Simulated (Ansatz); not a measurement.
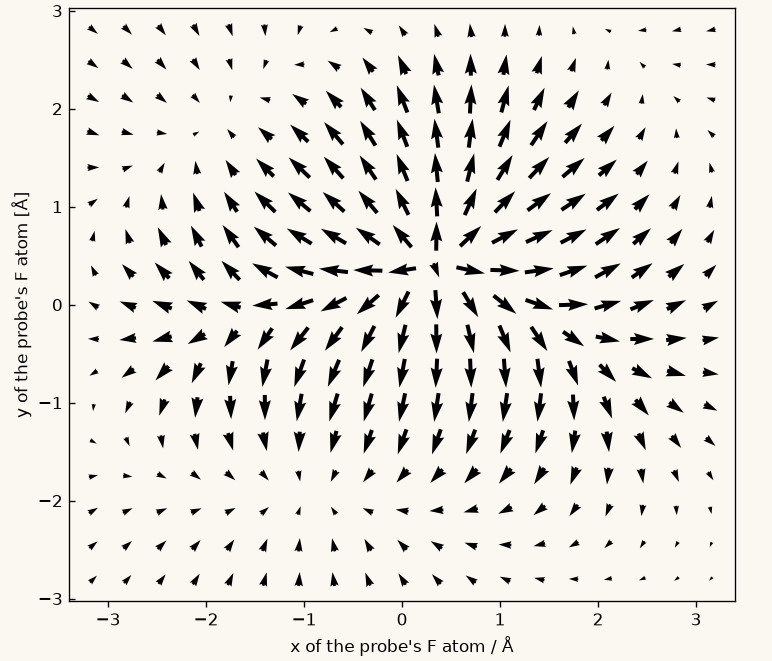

CHBF₂ (SMILES FB=CF) with the probe HF. The probe is moved over a plane parallel to the molecule's main plane, 2.30 Å above it. The first coordinate is: x of the probe's F atom; the second: y of the probe's F atom. Nothing is relaxed (molecule and probe rigid, the probe upright with F nearest the plane). The grid has 19 × 17 points. All numbers below come from Ansatz 0.2.0, RKS PBE0-D4/def2-SVPD.

Drawn: arrows along the force (downhill), their lengths compressed.

> The arrows alone are given. Where are the wells?

The arrows converge at about x of the probe's F atom = −1.87 Å, y of the probe's F atom = 1.91 Å; about x of the probe's F atom = −0.93 Å, y of the probe's F atom = −1.93 Å (1.3 meV up) (read from the interpolated surface).

The energy map of the same scan:

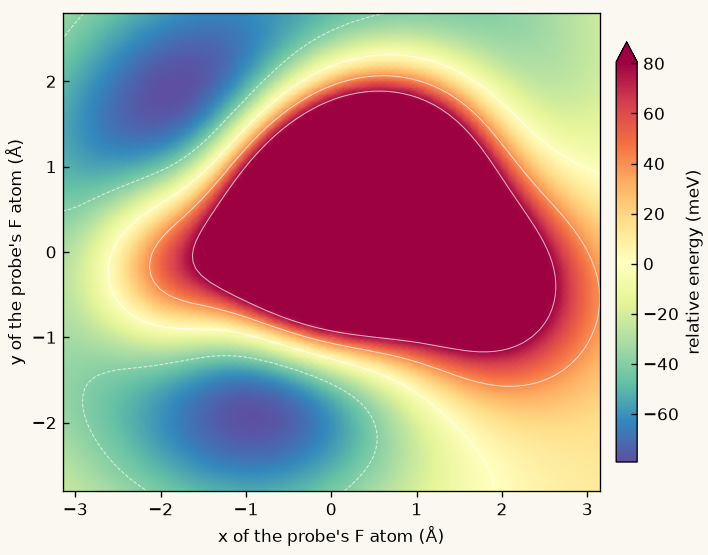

Energies are in meV, from molecule and probe far apart, each relaxed in its own basis (no counterpoise correction); between grid points the surface is interpolated.
